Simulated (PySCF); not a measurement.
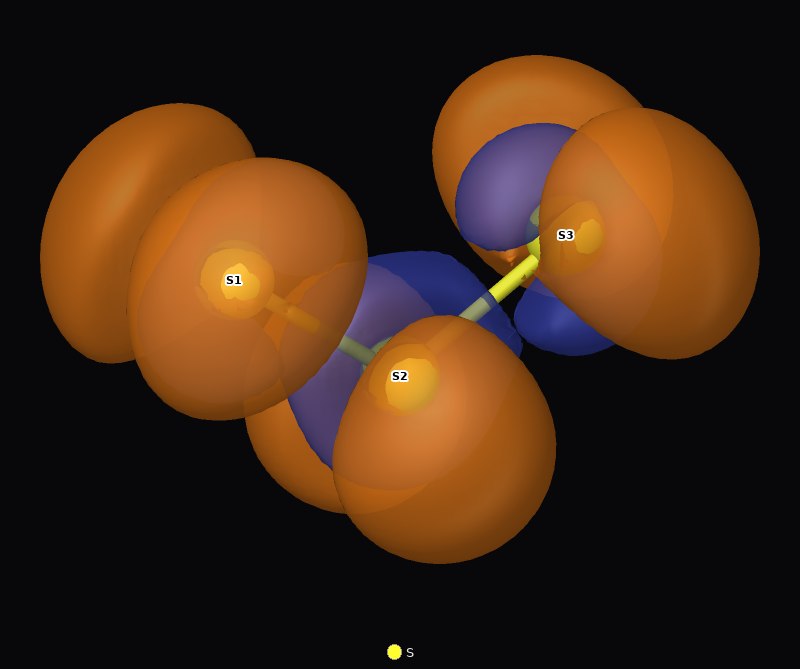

Figure. [S3]2- (S$_{3}$, charge −2). Fukui function f⁻ = ρ(N) − ρ(N−1) at fixed geometry, surfaces at ±0.008 e/Å³ (orange positive, blue negative).

Computed with PySCF, PBE0/6-31+G*, geometry: GFN2-xTB. The highest occupied orbitals have positive energy: in the gas phase this ion holds its electrons only through the finite basis. No frequency check shows the geometry to be a minimum. GFN2-xTB bond lengths at metals and heavier atoms can be off by up to 0.1 Å and shapes distorted, which carries into these values.

On which atoms does the density change most on removal of an electron?

Answer. f⁻ (Hirshfeld-condensed) is largest on S1 and S3 (0.36 each) and S2 (0.29); the vertical detachment energy is −3.15 eV. Condensed values hint at sites of electrophilic attack but needn't mark the atom that reacts. Orbital relaxation makes it negative in places (0.14 e in all).
